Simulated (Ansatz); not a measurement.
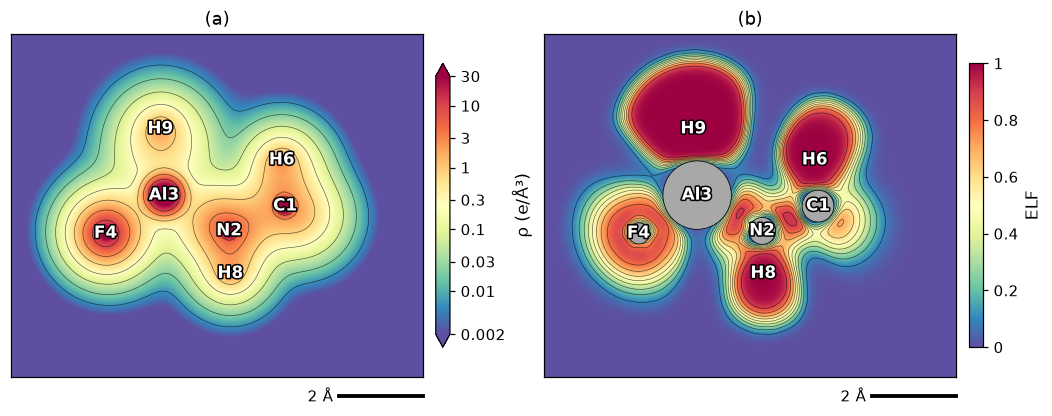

CH₅AlFN (SMILES C[NH][AlH][F]). (a) electron density; (b) electron localisation function on the plane of atoms Al3, N2 and H8. Grey discs cover the atomic cores in the ELF map.

Geometry: PBE0-D4/def2-TZVP.

Computed with RKS PBE0-D4/def2-TZVPP (Ansatz 0.2.0).

The calculation's input:

```
crystal:
  periodic: [false, false, false]
  atoms:
    - {symbol: C, position_ang: [-0.498543, 0.834509, -0.836096]}
    - {symbol: N, position_ang: [-0.009535, -0.442439, -0.359317]}
    - {symbol: Al, position_ang: [0.650334, -0.801679, 1.230183]}
    - {symbol: F, position_ang: [1.143074, -2.349533, 1.529317]}
    - {symbol: H, position_ang: [-1.557519, 0.796532, -1.116358]}
    - {symbol: H, position_ang: [-0.401393, 1.588960, -0.050828]}
    - {symbol: H, position_ang: [0.064670, 1.198443, -1.703113]}
    - {symbol: H, position_ang: [-0.081021, -1.165891, -1.058825]}
    - {symbol: H, position_ang: [0.778333, 0.294798, 2.347838]}
basis:
  gaussian: {orbitals: def2-TZVPP}
hamiltonian: {xc: pbe0, dispersion: d4}
output: {orbitals: {seedname: orbitals}}
```

Launched as:

```sh
ansatz run in.yaml --threads 2 --pin off --events-out ev --progress --plain --max-ram 32768MiB --backend cpu
```

Q: What does the map show?

A:
- Atoms in the plane: C, N, Al, F and H.
- C–N (1.45 Å): ρ at the midpoint is about 1.9 e/Å³; the ELF peaks at about 0.90 between the atoms, as expected for a shared electron pair.
- Al–F (1.65 Å): ρ is about 0.89 e/Å³ halfway; the ELF peaks at about 0.85 in the valence shell of F, 0.6 Å from its nucleus, and is about 0.30 at the midpoint.
- Al–N (1.76 Å): ρ is about 0.9 e/Å³ halfway; the ELF peaks at about 0.90 in the valence shell of N, 0.7 Å from its nucleus, and is about 0.65 at the midpoint.
- N–H (1.01 Å): ρ is about 2.9 e/Å³ halfway; the ELF climbs to about 1 towards the hydrogen, as it does in any bond to H; an ordinary covalent bond to hydrogen.
- C–H (1.09 Å): ρ at the midpoint is about 2 e/Å³; the ELF climbs to about 1 towards the hydrogen; a covalent bond by its length.
- The ELF also peaks beside F4, away from the bonds: lone-pair regions.
